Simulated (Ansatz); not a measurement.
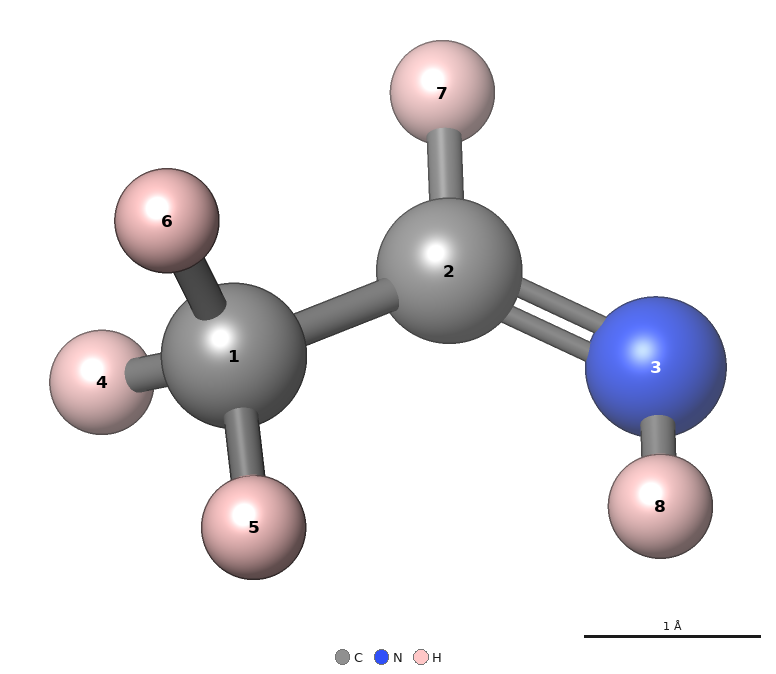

(Drawn from a calculation with Ansatz.)

Orthographic view. Depth is shown by fading: the farther an atom, the more it takes the colour of the background. Geometry: atoms displaced at random (about 0.04 Å) from a stationary point of PBE0-D4.

Write a Z-matrix (Å, degrees) in the order of the atom numbers, with these reference atoms: 2 to 1; 3 to 2, 1; 4 to 1, 2, 3; 5 to 1, 4, 2; 6 to 1, 4, 5; 7 to 2, 3, 1; 8 to 3, 2, 7.

```
C  
C    1   1.463
N    2   1.307   1   131.6
H    1   1.065   2   109.9   3  -112.9
H    1   1.143   4   107.5   2  -125.7
H    1   1.134   4   108.1   5  -114.4
H    2   1.159   3   110.2   1  -175.0
H    3   0.950   2   108.3   7   175.4
```
